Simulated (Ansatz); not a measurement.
# AlH$_{7}$O$_{2}$Si$_{2}$: what the fields show

Input

```
crystal:
  periodic: [false, false, false]
  atoms:
    - { symbol: Al, position_ang: [0.0, 0.0, 0.0] }
    - { symbol: H, position_ang: [0.0, 0.0, 1.56] }
    - { symbol: O, position_ang: [1.5415, 0.0, -0.89] }
    - { symbol: Si, position_ang: [2.3874, -1.376, -1.352] }
    - { symbol: H, position_ang: [1.4599, -2.3514, -1.9176] }
    - { symbol: H, position_ang: [3.3882, -1.0195, -2.3535] }
    - { symbol: H, position_ang: [3.0504, -1.9546, -0.187] }
    - { symbol: O, position_ang: [-1.5415, 0.0, -0.89] }
    - { symbol: Si, position_ang: [-2.6907, -1.2238, -0.8267] }
    - { symbol: H, position_ang: [-2.2881, -2.2198, 0.162] }
    - { symbol: H, position_ang: [-3.9833, -0.6595, -0.4496] }
    - { symbol: H, position_ang: [-2.8007, -1.8572, -2.1376] }
basis:
  gaussian: { orbitals: def2-SVP }
hamiltonian:
  xc: b3lyp
relax:
  f_tol: 0.02
  max_steps: 40
output:
  orbitals: {}
```

Launched as:

```sh
ansatz run input.yaml --threads 2 --pin off --max-ram 3072MiB --backend cpu --events-out ev --progress --plain --runs-dir out
```

The fields are those of the run's last geometry, not of the input's.

These are results of RKS B3LYP/def2-SVP in Ansatz 0.2.0, not measurements.

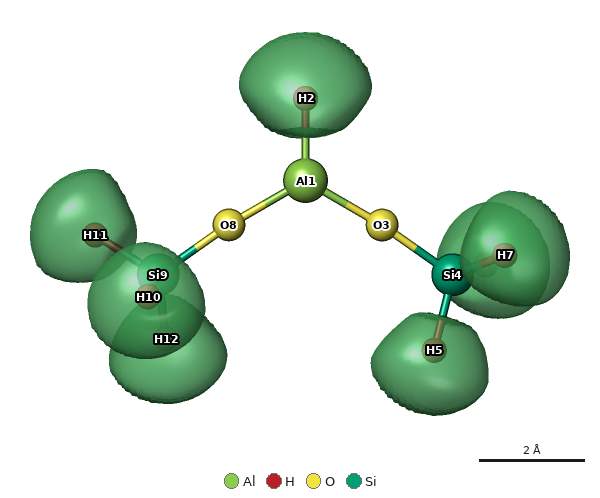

Figure 1. Isosurface of the electron localisation function at 0.9 (green), seen across its widest extent. Core shells and regions of very low density are left out.

### What do the ELF domains correspond to?

At this value the surface marks out seven regions around hydrogen nuclei. Along the contacts the grid gives the following. Si–O (1.65 Å): the ELF peaks at about 0.85 between the atoms, as expected for a shared but strongly polarised pair. Al–O (1.69 Å): the ELF peaks at about 0.85 in the valence shell of O, 0.6 Å from its nucleus, and is about 0.30 at the midpoint.

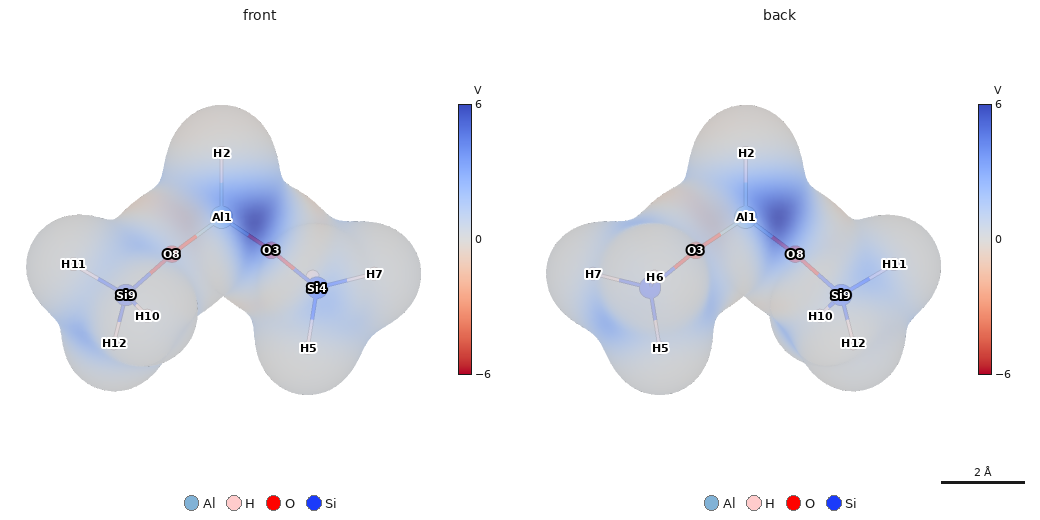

Figure 2. The electrostatic potential painted on the density surface at 0.004 e/bohr³, seen from the front and from behind; the colour scale runs from red (negative) to blue (positive).

### Describe the electrostatic potential map.

The most negative region (about −0.4 V, or −9 kcal/mol for a unit charge) lies over O3 and O8, the most positive (about +5.5 V, or +127 kcal/mol for a unit charge) over Al1.

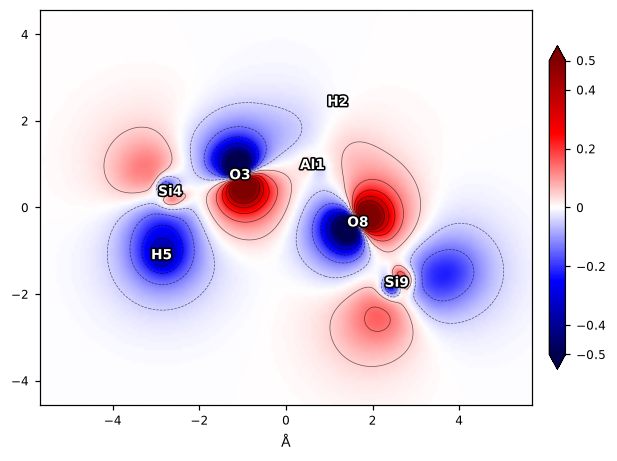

Figure 3. The HOMO on the plane of atoms O3, Al1 and O8 (values in Å⁻³ᐟ²; the overall sign is arbitrary).

### Describe this orbital and give its energy.

Its weight (Hirshfeld) is mainly on O8 (about 25 %), O3 (about 20 %), Si9 (about 10 %), Si4 (about 10 %), H5 (about 10 %) and H11 (about 10 %). Its energy is −8.30 eV.
